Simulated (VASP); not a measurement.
## La2O3: cell size against the level of theory

Aim: relax La2O3 at several levels and hold each cell against experiment. The levels: LDA, PBE, r2SCAN, PBE + D3(BJ), r2SCAN + rVV10, RPBE, r2SCAN + D4 and optB88-vdW. The start is a computed cell from the Materials Project.

Main program and level: VASP 6.6.1; LDA; plane waves and PAW (La, O), in the first sound run; inputs show where later runs differ.

**What experiment says.**

“Electronic Percolation Threshold of Self-Standing Ag-LaCoO3 Porous Electrodes for Practical Applications” (2019, pmc:6696329) reports for La2O3, P-3m1 lanthanum oxide, by powder XRD (commercial precursor powder): lattice constant a 0.3937 nm [mixed-phase precursor powder, partly converted to La(OH)3; paper miscalls the phase …]; lattice constant c 0.6132 nm [mixed-phase precursor powder, partly converted to La(OH)3; paper miscalls the phase …].

## Step 1: The starting structure

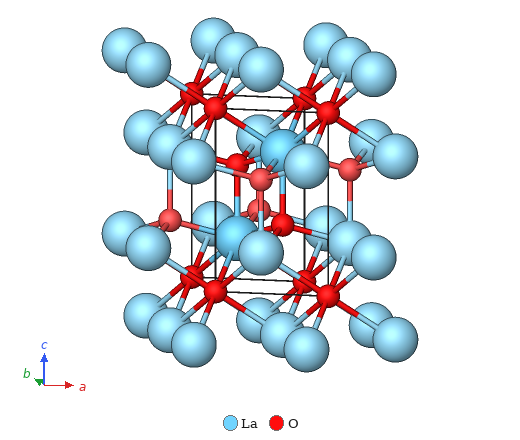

The starting structure, seen slightly off an axis (lanthanum blue, oxygen red). Some periodic images of atoms are drawn too.

## Step 2: Relaxation with LDA

The start need not lie at this functional's minimum. ISIF = 3 frees volume, shape and positions, and EDIFFG sets the threshold on forces and stress at which the search stops. LDA, the lowest rung, knows the local density alone.

Input file INCAR:

```
SYSTEM = La2O3
PREC = Accurate
ENCUT = 560
EDIFF = 1E-06
NELM = 100
ISMEAR = -1
SIGMA = 0.05
LREAL = .FALSE.
ALGO = Normal
GGA = CA
NBANDS = 26
LASPH = .TRUE.
LORBIT = 11
LWAVE = .FALSE.
LCHARG = .FALSE.
KPAR = 4
IBRION = 2
NSW = 60
ISIF = 3
EDIFFG = -0.01
```

Input file POSCAR:

```
La2O3
1.0
    3.9307778780      0.0000000000      0.0000000000
   -1.9653889390      3.4041534990      0.0000000000
    0.0000000000      0.0000000000      6.1119535200
La O
2 3
Direct
    0.6666666700      0.3333333300      0.7537643200
    0.3333333300      0.6666666700      0.2462356800
    0.6666666700      0.3333333300      0.3541093500
    0.3333333300      0.6666666700      0.6458906500
    0.0000000000      0.0000000000      0.0000000000
```

Input file KPOINTS:

```
Automatic mesh
0
Gamma
7 7 4
0 0 0
```

PAW data sets: La and O (PBE family, release 64).

On the command line:

```
mpirun -np 4 vasp_std
```

The log of the run:

```text
[banner, memory and clock lines left out]
running    4 mpi-ranks, on    1 nodes
 distrk:  each k-point on    1 cores,    4 groups
 distr:  one band on    1 cores,    1 groups

 POSCAR found type information on POSCAR LaO
 POSCAR found :  2 types and       5 ions
|                                                                             |
|               ----> ADVICE to this user running VASP <----                  |
|                                                                             |
|     You enforced a specific xc type in the INCAR file but a different       |
|     [... a line on the potential file left out ...]
|     I HOPE YOU KNOW WHAT YOU ARE DOING!                                     |
|                                                                             |

 LDA part: xc-table for (Slater(with rela. corr.)+CA(PZ))
 , standard interpolation
 POSCAR, INCAR and KPOINTS ok, starting setup
 FFT: planning ... GRIDC
 FFT: planning ... GRID_SOFT
 FFT: planning ... GRID
 WAVECAR not read
 entering main loop
       N       E                     dE             d eps       ncg     rms          rms(c)
DAV:   1     0.479853861851E+03    0.47985E+03   -0.16332E+04  1480   0.248E+03
DAV:   2     0.860614714165E+02   -0.39379E+03   -0.38321E+03  2064   0.382E+02
DAV:   3    -0.342136158967E+02   -0.12028E+03   -0.11719E+03  2528   0.209E+02
DAV:   4    -0.502016283888E+02   -0.15988E+02   -0.15958E+02  2474   0.819E+01
DAV:   5    -0.512254708468E+02   -0.10238E+01   -0.10232E+01  2488   0.239E+01    0.139E+01
DAV:   6    -0.461923887706E+02    0.50331E+01   -0.46225E+01  2288   0.393E+01    0.757E+00
DAV:   7    -0.460613162227E+02    0.13107E+00   -0.55201E+00  2832   0.224E+01    0.337E+00
DAV:   8    -0.459793838211E+02    0.81932E-01   -0.58223E-01  2480   0.599E+00    0.122E+00
DAV:   9    -0.459597143826E+02    0.19669E-01   -0.82503E-02  2640   0.227E+00    0.364E-01
DAV:  10    -0.459605063677E+02   -0.79199E-03   -0.25158E-02  2432   0.104E+00    0.185E-01
DAV:  11    -0.459608103439E+02   -0.30398E-03   -0.87035E-03  2704   0.686E-01    0.130E-01
DAV:  12    -0.459606090737E+02    0.20127E-03   -0.29047E-03  2496   0.317E-01    0.349E-02
DAV:  13    -0.459606296058E+02   -0.20532E-04   -0.70239E-04  2560   0.180E-01    0.308E-02
DAV:  14    -0.459606141889E+02    0.15417E-04   -0.15332E-04  2600   0.104E-01    0.431E-03
DAV:  15    -0.459606148096E+02   -0.62068E-06   -0.93303E-06  2152   0.249E-02
   1 F= -.45960615E+02 E0= -.45960615E+02  d E =-.459606E+02
 curvature:   0.00 expect dE= 0.000E+00 dE for cont linesearch  0.000E+00
 trial: gam= 0.00000 g(F)=  0.233E-02 g(S)=  0.291E+00 ort = 0.000E+00 (trialstep = 0.100E+01)
 search vector abs. value=  0.293E+00
 bond charge predicted
       N       E                     dE             d eps       ncg     rms          rms(c)
DAV:   1    -0.478921448372E+02   -0.19315E+01   -0.60342E+01  2012   0.649E+01    0.994E+00
DAV:   2    -0.462530177791E+02    0.16391E+01   -0.88580E+00  2490   0.252E+01    0.286E+00
DAV:   3    -0.459691307412E+02    0.28389E+00   -0.73249E-01  2268   0.101E+01    0.121E+00
DAV:   4    -0.459293845314E+02    0.39746E-01   -0.43318E-01  2638   0.642E+00    0.487E-01
DAV:   5    -0.459296137819E+02   -0.22925E-03   -0.53491E-02  2618   0.198E+00    0.302E-01
DAV:   6    -0.459306673420E+02   -0.10536E-02   -0.46105E-03  2744   0.552E-01    0.247E-01
DAV:   7    -0.459322621419E+02   -0.15948E-02   -0.19438E-03  2832   0.362E-01    0.139E-01
DAV:   8    -0.459322376139E+02    0.24528E-04   -0.16942E-03  2512   0.315E-01    0.258E-02
DAV:   9    -0.459322475036E+02   -0.98896E-05   -0.18265E-04  2584   0.148E-01    0.172E-02
DAV:  10    -0.459322474159E+02    0.87639E-07   -0.16084E-05  2622   0.375E-02    0.640E-03
DAV:  11    -0.459322491343E+02   -0.17184E-05   -0.16727E-05  2354   0.293E-02    0.835E-03
DAV:  12    -0.459322483427E+02    0.79157E-06   -0.89837E-06  2060   0.223E-02
   2 F= -.45932248E+02 E0= -.45932248E+02  d E =0.283665E-01
[... from here on, the cycles between the ionic steps are left out ...]
   3 F= -.46031176E+02 E0= -.46031176E+02  d E =-.705612E-01
   4 F= -.46031178E+02 E0= -.46031178E+02  d E =-.705628E-01
   5 F= -.46036445E+02 E0= -.46036445E+02  d E =-.526742E-02
   6 F= -.46036800E+02 E0= -.46036800E+02  d E =-.562227E-02
   7 F= -.46037706E+02 E0= -.46037706E+02  d E =-.906503E-03
   8 F= -.46037942E+02 E0= -.46037942E+02  d E =-.114242E-02
   9 F= -.46038126E+02 E0= -.46038126E+02  d E =-.183887E-03
  10 F= -.46038183E+02 E0= -.46038183E+02  d E =-.240504E-03
  11 F= -.46038403E+02 E0= -.46038403E+02  d E =-.219687E-03
 trial-energy change:   -0.000220  1 .order   -0.000215   -0.000333   -0.000097
 step:   1.4302(harm=  1.4907)  dis= 0.00414  next Energy=   -46.038420 (dE=-0.237E-03)
 bond charge predicted
       N       E                     dE             d eps       ncg     rms          rms(c)
DAV:   1    -0.460383323840E+02    0.70400E-04   -0.15772E-02  1856   0.872E-01    0.210E-02
DAV:   2    -0.460384286430E+02   -0.96259E-04   -0.10147E-03  2116   0.371E-01    0.144E-02
DAV:   3    -0.460384293258E+02   -0.68278E-06   -0.54186E-05  2654   0.750E-02    0.115E-02
DAV:   4    -0.460384258397E+02    0.34861E-05   -0.33863E-05  2256   0.444E-02    0.539E-03
DAV:   5    -0.460384257140E+02    0.12563E-06   -0.60781E-06  2100   0.236E-02
  12 F= -.46038426E+02 E0= -.46038426E+02  d E =-.242860E-03
 curvature:  -1.16 expect dE=-0.180E-04 dE for cont linesearch -0.897E-06
 trial: gam= 0.00325 g(F)=  0.854E-05 g(S)=  0.696E-05 ort = 0.197E-04 (trialstep = 0.113E+01)
 search vector abs. value=  0.156E-04
 reached required accuracy - stopping structural energy minimisation
```

It took 5 min on 4 MPI ranks of AMD EPYC 7R43, shared host; peak memory 0.79 GiB; 20 min of CPU time.

The logs omit lines about the potential files and the build; timing stands in the text.

From OUTCAR (step 2):

```text
ion  position               nearest neighbor table
   1  0.667  0.333  0.754-   4 2.36   4 2.36   4 2.36   3 2.44   5 2.72   5 2.72   5 2.72
   2  0.333  0.667  0.246-   3 2.36   3 2.36   3 2.36   4 2.44   5 2.72   5 2.72   5 2.72
   3  0.667  0.333  0.354-   2 2.36   2 2.36   2 2.36   1 2.44
   4  0.333  0.667  0.646-   1 2.36   1 2.36   1 2.36   2 2.44
   5  0.000  0.000  0.000-   1 2.72   2 2.72   1 2.72   2 2.72   1 2.72   2 2.72

  LATTYP: Found a hexagonal cell.
 ALAT       =     3.9307778780
 C/A-ratio  =     1.5548966921

 Subroutine GETGRP returns: Found 12 space group operations
 (whereof 12 operations were pure point group operations)

The static configuration has the point symmetry D_3d.

 Found     28 irreducible k-points:

   k-points           NKPTS =     28   k-points in BZ     NKDIM =     28   number of bands    NBANDS=     26

   dimension x,y,z NGX =    30 NGY =   30 NGZ =   48
   dimension x,y,z NGXF=    60 NGYF=   60 NGZF=   96

   ENCUT  =  560.0 eV  41.16 Ry    6.42 a.u.   7.58  7.58 11.79*2*pi/ulx,y,z

   NELECT =      40.0000    total number of electrons

 k-points in reciprocal lattice and weights: Automatic mesh
   0.00000000  0.00000000  0.00000000       0.005
   0.14285714  0.00000000  0.00000000       0.031
   0.28571429  0.00000000  0.00000000       0.031
   0.42857143  0.00000000  0.00000000       0.031
   0.14285714  0.14285714  0.00000000       0.031
   0.28571429  0.14285714  0.00000000       0.061
   0.42857143  0.14285714  0.00000000       0.031
   0.28571429  0.28571429  0.00000000       0.031
   0.00000000  0.00000000  0.25000000       0.010
[...]
0.42857143  0.14285714  0.50000000       0.031
   0.28571429  0.28571429  0.50000000       0.031

 average (electrostatic) potential at core
       1 -94.1755       2 -94.1755       3 -66.5208       4 -66.5208       5 -66.0199

 E-fermi :   7.3318

 k-point     1 :       0.0000    0.0000    0.0000
  band No.  band energies     occupation
    ...
     16       3.9944      2.00000
     17       4.3064      2.00000
     18       5.6596      2.00000
     19       5.6596      2.00000
     20       5.9468      2.00000
     21      10.4627      0.00000
     22      10.6648      0.00000
     23      10.6648      0.00000
     24      11.5445      0.00000
     25      11.7358      0.00000
    ...

 k-point     2 :       0.1429    0.0000    0.0000
  band No.  band energies     occupation
    ...
     16       4.0790      2.00000
     17       4.8410      2.00000
     18       5.3691      2.00000
     19       5.6620      2.00000
     20       5.8840      2.00000
     21      10.5727      0.00000
     22      10.7413      0.00000
     23      10.8469      0.00000
     24      11.5728      0.00000
     25      11.6834      0.00000
    ...

 k-point     3 :       0.2857    0.0000    0.0000
  band No.  band energies     occupation
    ...
     16       4.5809      2.00000
     17       5.0131      2.00000
     18       5.2276      2.00000
     19       5.7455      2.00000
     20       5.8628      2.00000
     21      10.2442      0.00000
     22      10.8858      0.00000
     23      11.2309      0.00000
     24      11.6039      0.00000
     25      11.6187      0.00000
    ...

  Total        0.0182015      0.0182015      0.0076575      0.0000000      0.0000000      0.0000000
  in kB        0.3751833      0.3751833      0.1578419      0.0000000      0.0000000      0.0000000
  external PRESSURE =       0.3027362 kB  Pullay stress =       0.0000000 kB

  energy-cutoff  :      560.00
  volume of cell :       77.73
      direct lattice vectors                 reciprocal lattice vectors
     3.884086988 -0.000000000  0.000000000     0.257460763  0.148645041 -0.000000000
    -1.942043494  3.363718002  0.000000000     0.000000000  0.297290082 -0.000000000
     0.000000000  0.000000000  5.949298540    -0.000000000 -0.000000000  0.168087043

 POSITION                                       TOTAL-FORCE (eV/Angst)
 -----------------------------------------------------------------------------------
      1.94204      1.12124      4.49864         0.000000     -0.000000     -0.005979
     -0.00000      2.24248      1.45066         0.000000      0.000000      0.005979
      1.94204      1.12124      2.10309        -0.000000     -0.000000     -0.007267
     -0.00000      2.24248      3.84621         0.000000      0.000000      0.007267
      0.00000      0.00000      0.00000        -0.000000     -0.000000      0.000000
 -----------------------------------------------------------------------------------
    total drift:                               -0.000000      0.000000      0.000000

  FREE ENERGIE OF THE ION-ELECTRON SYSTEM (eV)
  ---------------------------------------------------
  free  energy   TOTEN  =       -46.0384257140 eV

  energy  without entropy=      -46.0384257140  energy(sigma->0) =      -46.03842571

 reached required accuracy - stopping structural energy minimisation

 total charge
# of ion       s       p       d       f       tot
--------------------------------------------------
    1        2.050   5.671   0.692   0.267   8.679
    2        2.050   5.671   0.692   0.267   8.679
    3        1.557   3.458   0.000   0.000   5.015
    4        1.557   3.458   0.000   0.000   5.015
    5        1.542   3.378   0.000   0.000   4.919
--------------------------------------------------
tot          8.755  21.635   1.383   0.534  32.307

[... 3 further parts left out ...]
```

The gap is read on the k-mesh alone, so it is an upper bound where the band edges lie off the mesh. The PAW data sets were made with PBE, though LDA sets exist; this is a small mismatch. The run keeps the 12 symmetry operations of its start, so it cannot find a distortion of lower symmetry.

Step by step:

| step | energy less that of the first step (eV) | largest force (eV/Å) | pressure (GPa) | volume (Å³) |
| --- | --- | --- | --- | --- |
| 1 | 0.0000 | 0.1542 | -6.20 | 81.78 |
| 2 | 0.0284 | 0.8104 | 8.41 | 74.52 |
| 3 | -0.0706 | 0.2589 | -0.18 | 78.34 |
| 4 | -0.0706 | 0.2677 | -0.05 | 78.27 |
| 5 | -0.0758 | 0.0428 | 0.04 | 77.96 |
| 6 | -0.0762 | 0.0404 | 0.08 | 77.85 |
| 7 | -0.0771 | 0.0451 | -0.09 | 77.89 |
| 8 | -0.0773 | 0.0496 | -0.25 | 77.93 |
| 9 | -0.0775 | 0.0546 | 0.28 | 77.65 |
| 10 | -0.0776 | 0.0382 | 0.09 | 77.74 |
| 11 | -0.0778 | 0.0126 | 0.04 | 77.73 |
| 12 | -0.0778 | 0.0073 | 0.03 | 77.73 |

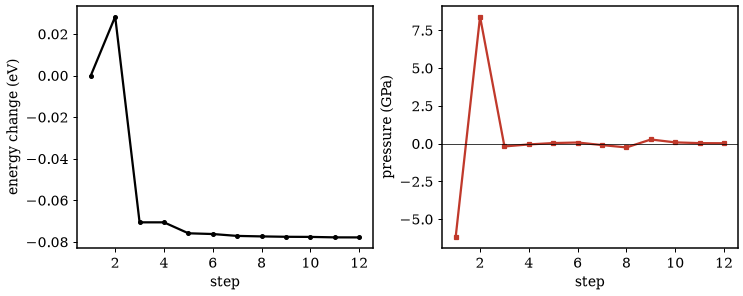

Energy and pressure along the relaxation.

| conventional cell, symmetrised | before | after | change |
| --- | --- | --- | --- |
| a (Å) | 3.931 | 3.884 | -1.2 % |
| b (Å) | 3.931 | 3.884 | -1.2 % |
| c (Å) | 6.112 | 5.949 | -2.7 % |
| volume (Å³/atom) | 16.36 | 15.55 | -5.0 % |

The atoms that moved most (Å, as changes of fractional coordinates times the final cell):

| atom | dx | dy | dz | length |
| --- | --- | --- | --- | --- |
| La2 | 0.000 | 0.000 | -0.014 | 0.014 |
| La1 | 0.000 | 0.000 | 0.014 | 0.014 |

The relaxed structure:

```cif
data_structure
_symmetry_space_group_name_H-M 'P 1'
_symmetry_Int_Tables_number 1
_cell_length_a 3.8841
_cell_length_b 3.8841
_cell_length_c 5.9493
_cell_angle_alpha 90.000
_cell_angle_beta 90.000
_cell_angle_gamma 120.000
_cell_volume 77.73
loop_
_atom_site_label
_atom_site_type_symbol
_atom_site_fract_x
_atom_site_fract_y
_atom_site_fract_z
_atom_site_occupancy
La1 La 0.66667 0.33333 0.75616 1
La2 La 0.33333 0.66667 0.24384 1
O3 O 0.66667 0.33333 0.35350 1
O4 O 0.33333 0.66667 0.64650 1
O5 O 0.00000 0.00000 0.00000 1
```

Numbers from this step:

```
electrons                       : 40
bands                           : 26
irreducible k-points            : 28
symmetry operations             : 12
free energy (TOTEN)             : -46.04 eV
Fermi energy                    : 7.332 eV
pressure                        : 0.03027 GPa
metallic                        : no
valence top at k                : 0.2857, 0.2857, 0.5
conduction bottom at k          : 0.2857, 0.2857, 0
least direct gap at k           : 0.2857, 0.2857, 0
SCF cycles over all ionic steps : 96
gap on the k-mesh               : 3.836 eV
least direct gap on the k-mesh  : 3.961 eV
```

It ends with a largest force of 0.007 eV/Å and a pressure of 0.03 GPa. The conventional cell has a = 3.884 and c = 5.949 Å.

[end of part 1 of 3]

[Lines on the potential files, build, host, timing and source positions are cut from VASP's logs without a mark.]

[Logs are printed without paths, hosts, clocks, repeated set-up lines and the standing remarks that a program may print on its own settings, such as how far it seeks lower states.]

[Hosts, paths, dates, database ids (printed as entryN), source tags and the programs' standing remarks are cut or masked in the printed files.]

[Measured values are set beside computed ones only where the two were judged alike; some that the calculation misses by far are left out.]
